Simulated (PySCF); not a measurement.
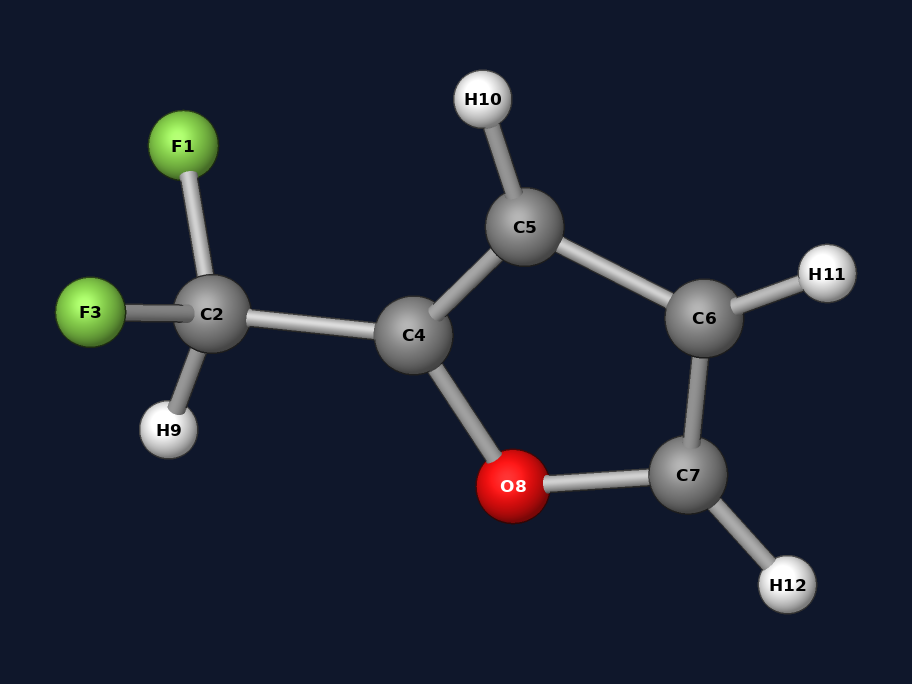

The questions are on isotropic NMR shieldings of the C atoms. The computed structure is the end point of a GFN2-xTB optimisation. No frequency run is at hand to confirm it as a minimum. Level of theory: GIAO PBE0/pcSseg-1 NMR shielding, non-relativistic, gas phase (PySCF 2.14.0).

Q: Which C atom is the most shielded (lowest chemical shift)?

A: C2 (71.0 ppm).

Q: Which C atom is the least shielded (highest chemical shift)?

A: C4 (29.9 ppm).

Q: How wide is the range of C shifts?

A: 41.1 ppm.

Give the isotropic NMR shieldings of the C atoms atom by atom.

```csv
atom,σ (ppm)
C2,71.0
C4,29.9
C5,68.3
C6,68.1
C7,39.4
```
